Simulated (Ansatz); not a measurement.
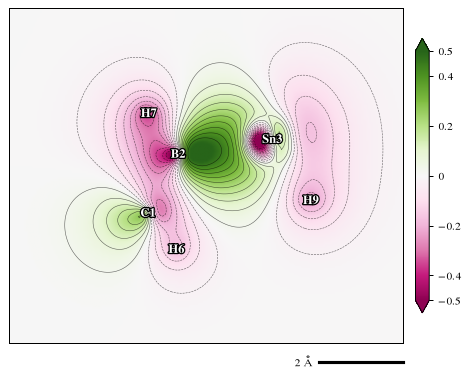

CH₇BSn (SMILES C[BH][SnH3]). The HOMO on the plane of atoms C1, B2 and Sn3 (values in Å⁻³ᐟ²; the overall sign is arbitrary).

Core potentials replace the inner electrons of Sn.

The calculation used RHF/def2-SVP in Ansatz 0.2.0.

Input

```
crystal:
  periodic: [false, false, false]
  atoms:
    - { symbol: C, position_ang: [-1.0861, 0.9369, -0.6813] }
    - { symbol: B, position_ang: [-0.2025, -0.3004, -0.7542] }
    - { symbol: Sn, position_ang: [1.0896, -0.8011, 0.9422] }
    - { symbol: H, position_ang: [-2.1197, 0.6795, -0.7995] }
    - { symbol: H, position_ang: [-0.8692, 1.6631, -1.5398] }
    - { symbol: H, position_ang: [-0.9988, 1.5209, 0.2745] }
    - { symbol: H, position_ang: [-0.1772, -0.9842, -1.7088] }
    - { symbol: H, position_ang: [2.828, -0.7877, 0.4151] }
    - { symbol: H, position_ang: [0.9168, 0.4076, 2.262] }
    - { symbol: H, position_ang: [0.7022, -2.3857, 1.5927] }
basis:
  gaussian: { orbitals: def2-SVP }
hamiltonian:
  xc: hf
relax:
  f_tol: 0.015
  max_steps: 40
output:
  orbitals: {}
```

Run with:

```sh
ansatz run input.yaml --threads 1 --pin off --max-ram 2048MiB --backend cpu --events-out ev --progress --plain --runs-dir out
```

The fields are those of the relaxed geometry.

**Where does this orbital lie, and at what energy?**

It lies mainly on Sn3 (about 35 %), B2 (about 35 %), C1 (about 5 %) and H7 (about 5 %). Its energy is −10.08 eV.
